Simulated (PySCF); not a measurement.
# Run report: CuH$_{3}$O$_{3}$, frequency calculation

CuH$_{3}$O$_{3}$, computed with RKS-based PBE0, Cu def2-TZVP, O def2-TZVP, H def2-TZVP; non-relativistic Hamiltonian; density fitting (PySCF 2.14.0).

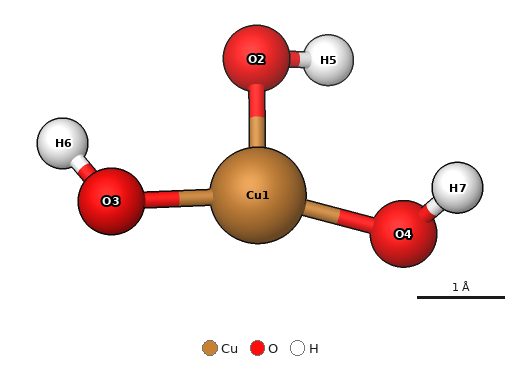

*The input geometry (ball-and-stick view, seen at a tilt; atoms are numbered from 1 in the order of the input). Sticks mark near contacts.*

Bond lengths as drawn: Cu–O 1.74 to 1.77 Å and H–O 0.96 to 0.97 Å.

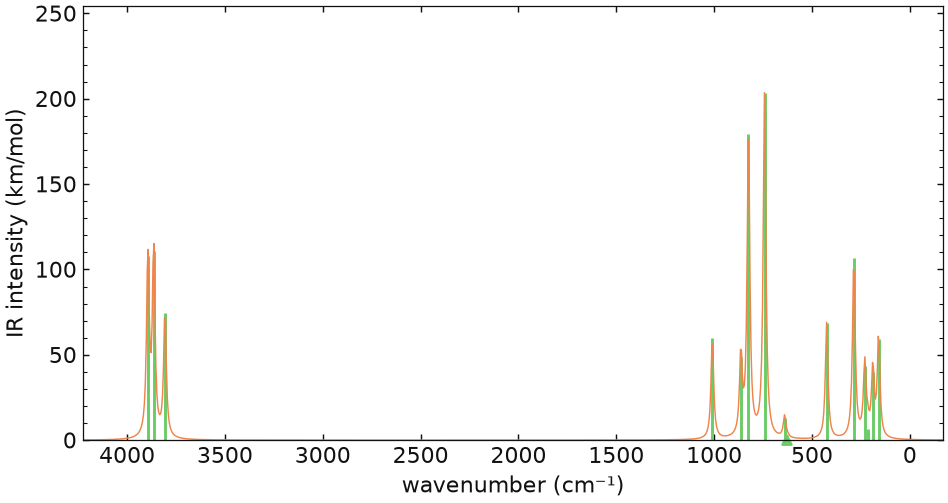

*Harmonic infrared spectrum, unscaled: sticks (degenerate modes added up, dark ones marked on the axis) with a Lorentzian envelope of 16 cm⁻¹ full width, scaled to the tallest stick.*

15 modes from 159 to 3894 cm⁻¹, none imaginary. The strongest line is at 742 cm⁻¹ (204 km/mol). All modes, in cm⁻¹ (km/mol): 159 (59), 189 (40), 216 (6.5), 230 (43), 286 (107), 425 (69), 625 (0.9), 640 (13.0), 742 (204), 825 (180), 863 (49), 1009 (60), 3807 (75), 3864 (111), 3894 (108).

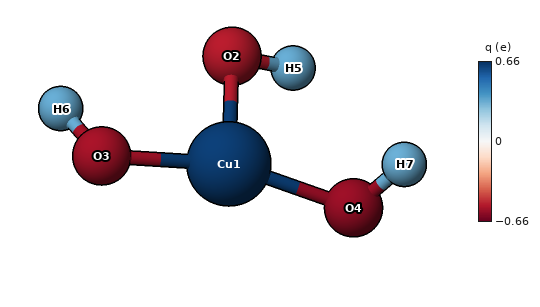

*Mulliken charges, as the colour of each atom (ball-and-stick view, seen at a tilt; atoms are numbered from 1 in the order of the input; Mulliken charges depend strongly on the basis).*

By element: Cu +0.62, O −0.57 to −0.52 and H +0.33 to +0.34 e.

These pictures come from the run below.

### Input
```python
from pyscf import gto, scf, dft
mol = gto.M(atom='''
Cu    -0.011664    -0.004210    -0.195279
O      0.169219     0.090319     1.561003
O      1.669348    -0.170795    -0.598754
O     -1.754327     0.059029    -0.321154
H     -0.725040    -0.105637     1.872629
H      2.265060    -0.337810     0.135960
H     -2.131735     0.914238    -0.092952''',
    basis={'Cu': 'def2-TZVP', 'O': 'def2-TZVP', 'H': 'def2-TZVP'},
    charge=0, spin=0)
mf = dft.RKS(mol, xc='PBE0')
mf.grids.atom_grid = (75, 302)
aux = {'Cu': 'def2-universal-JKFIT', 'O': 'def2-universal-JKFIT', 'H': 'def2-universal-JKFIT'}
mf = mf.density_fit(auxbasis=aux)
mf.conv_tol = 1e-09
mf.diis_space = 10
mf.max_cycle = 60
mf.verbose = 4
mf.kernel()
```

The script is an equivalent of the set-up of the self-consistent field. The run itself was carried out by a driver, which started from the orbitals of the step before it where there was one and computed the further properties.

Launched with:
```bash
OMP_NUM_THREADS=4 python axn.py task.json out
```

### Output
```
init E= -1867.55625408747
  HOMO = -0.311195361194999  LUMO = -0.178923216811846  gap/eV = 3.59931
cycle= 1 E= -1867.55625408728  delta_E= 1.88e-10  |g|= 4.73e-05  |ddm|= 2.02e-05
  HOMO = -0.311195672666776  LUMO = -0.178915875243369  gap/eV = 3.59952
cycle= 2 E= -1867.55625408436  delta_E= 2.91e-09  |g|= 0.000182  |ddm|= 7.38e-05
  HOMO = -0.311195591077795  LUMO = -0.178921319430557  gap/eV = 3.59937
cycle= 3 E= -1867.55625408747  delta_E= -3.1e-09  |g|= 7.4e-06  |ddm|= 5.89e-05
  HOMO = -0.311195277409886  LUMO = -0.178921460487452  gap/eV = 3.59935
cycle= 4 E= -1867.55625408748  delta_E= -1.82e-11  |g|= 9.75e-07  |ddm|= 4.51e-06
  HOMO = -0.311195629593647  LUMO = -0.178921607491112  gap/eV = 3.59936
Extra cycle  E= -1867.55625408748  delta_E= 9.09e-13  |g|= 2.29e-06  |ddm|= 2.04e-06
converged SCF energy = -1867.55625408748
```

### Summary

| quantity | value |
| --- | --- |
| outcome | converged |
| total energy | −1867.556254 hartree |
| HOMO | −8.47 eV |
| LUMO | −4.87 eV |
| zero-point energy | 0.040494 hartree |
| dipole moment | 1.50 D |
| wavenumbers, lowest and highest | 159 and 3894 cm⁻¹ |
| hardware | 4 threads of Arm Neoverse V1, 112 GiB of memory available, shared host |
| wall time | 4.2 min (CPU time 12 min) |
| peak memory | 2.3 GiB |
